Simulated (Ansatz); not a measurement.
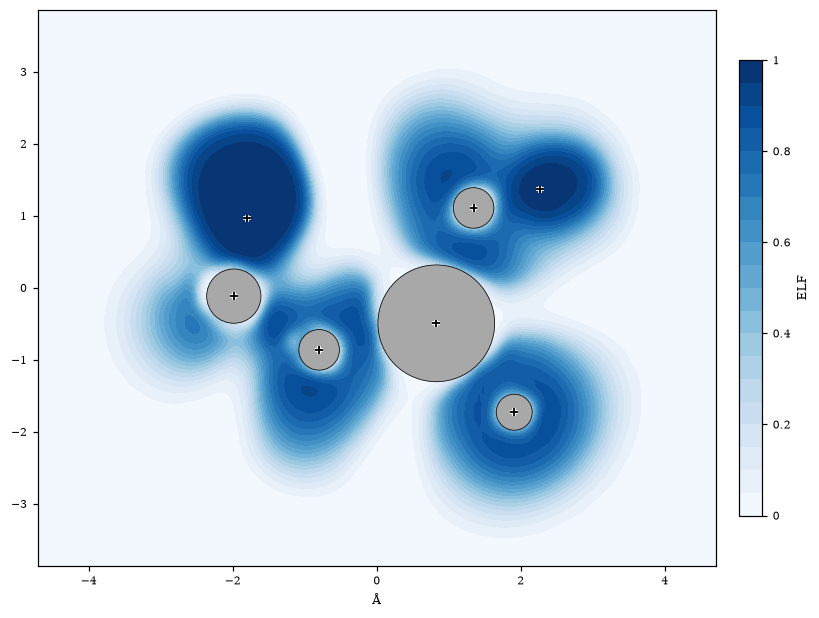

The electron localisation function on a plane through atoms (crosses mark nuclei in the plane; grey discs cover the cores).

These are results of RKS PBE0-D4/def2-TZVPP (Ansatz), not measurements.

Candidates:
A. F₂Si (SMILES F[Si]F)
B. CH₂ClNOSi (SMILES O=C=N[SiH2]Cl)
C. CH₄AlFO₂ (SMILES C[O][Al]([OH])[F])

Which candidate gave the map?

Answer. Candidate C: CH₄AlFO₂ on the plane of atoms O2, Al3 and F5, which holds C, O, Al, F and H. C–O (1.40 Å): the ELF peaks at about 0.90 between the atoms (a shared but strongly polarised pair). Al–F (1.64 Å): the ELF peaks at about 0.85 in the valence shell of F, 0.6 Å from its nucleus, and is about 0.40 at the midpoint.
